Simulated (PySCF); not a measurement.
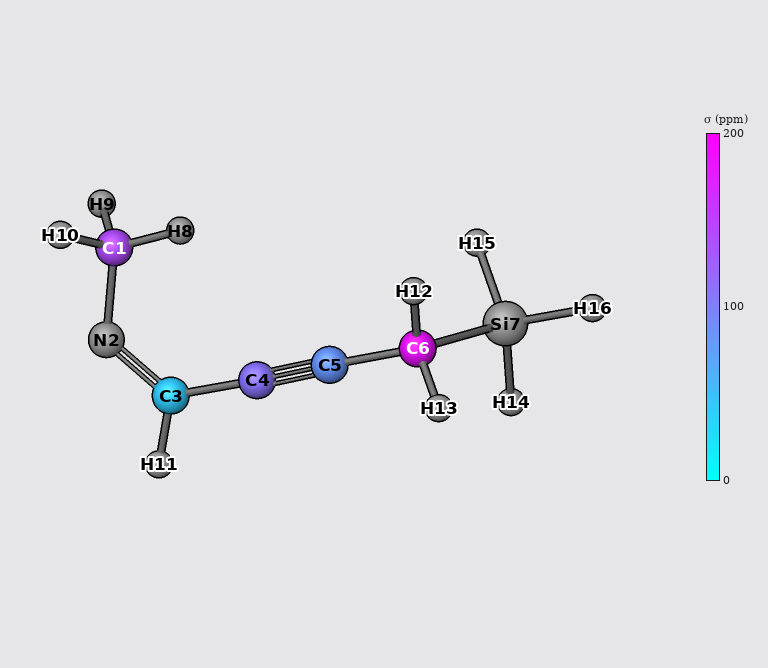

Atoms are coloured by their isotropic NMR shieldings (C only, the others grey). Computed geometry: GFN2-xTB optimisation. No frequency run is at hand to confirm it as a minimum. Properties computed with GIAO PBE0/pcSseg-1 NMR shielding, non-relativistic, gas phase (PySCF 2.14.0).

List the isotropic NMR shieldings of the C atoms.

```json
{"atom": "C1", "σ (ppm)": "140.3"}
{"atom": "C3", "σ (ppm)": "39.7"}
{"atom": "C4", "σ (ppm)": "108.5"}
{"atom": "C5", "σ (ppm)": "81.3"}
{"atom": "C6", "σ (ppm)": "185.7"}
```

The geometry is semi-empirical. Around Si such bond lengths and angles can be off by a tenth of an ångström or more and by several degrees, and values that hang on the shape move with them.
